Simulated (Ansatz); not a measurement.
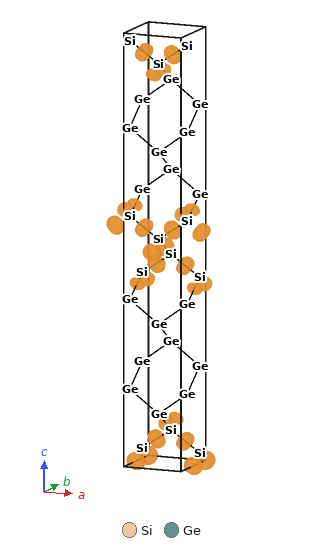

The picture shows: Si₂Ge₃. Isosurface of the electron localisation function at 0.85 (orange), seen slightly off an axis. Core shells and regions of very low density are left out. Sticks mark near contacts.

Space group Imma; a generated structure, not necessarily the stable one; changed on purpose from its base cell (volume × 0.88, shape and atoms relaxed); computed pressure about 12 GPa in this cell.

The calculation used DFT PBE, scalar-relativistic, plane waves, PAW in Ansatz 0.2.0.

Core electrons are frozen (PAW), and the valence fields are smoothed inside the atomic spheres.

```cif
data_structure
_symmetry_space_group_name_H-M 'P 1'
_symmetry_Int_Tables_number 1
_cell_length_a 3.8162
_cell_length_b 3.8199
_cell_length_c 26.9983
_cell_angle_alpha 90.000
_cell_angle_beta 90.000
_cell_angle_gamma 90.000
_cell_volume 393.57
loop_
_atom_site_label
_atom_site_type_symbol
_atom_site_fract_x
_atom_site_fract_y
_atom_site_fract_z
_atom_site_occupancy
Si1 Si 0.00000 0.75000 0.42878 1
Si2 Si 0.50000 0.25000 0.92878 1
Si3 Si 0.00000 0.75000 0.02381 1
Si4 Si 0.50000 0.25000 0.52381 1
Si5 Si 0.50000 0.75000 0.07122 1
Si6 Si 0.00000 0.25000 0.57122 1
Si7 Si 0.50000 0.75000 0.47619 1
Si8 Si 0.00000 0.25000 0.97619 1
Ge1 Ge 0.50000 0.25000 0.32746 1
Ge2 Ge 0.00000 0.75000 0.82746 1
Ge3 Ge 0.50000 0.75000 0.27585 1
Ge4 Ge 0.00000 0.25000 0.77585 1
Ge5 Ge 0.00000 0.25000 0.37937 1
Ge6 Ge 0.50000 0.75000 0.87937 1
Ge7 Ge 0.50000 0.25000 0.12063 1
Ge8 Ge 0.00000 0.75000 0.62063 1
Ge9 Ge 0.00000 0.25000 0.17254 1
Ge10 Ge 0.50000 0.75000 0.67254 1
Ge11 Ge 0.00000 0.75000 0.22415 1
Ge12 Ge 0.50000 0.25000 0.72415 1
```

### Identify the bonds, lone pairs and shells in this picture.

The surface consists of eight regions between bonded Ge–Si atoms (shared pairs) and twelve regions between bonded Si–Si atoms (shared pairs), counted in one cell of 20 atoms. Regions shared between cells count once. Profiles from the grid: Si–Si (2.30 Å): the ELF peaks at about 0.95 between the atoms, as expected for a shared electron pair. Si–Ge (2.33 Å): the ELF peaks at about 0.95 between the atoms (a covalent bond).
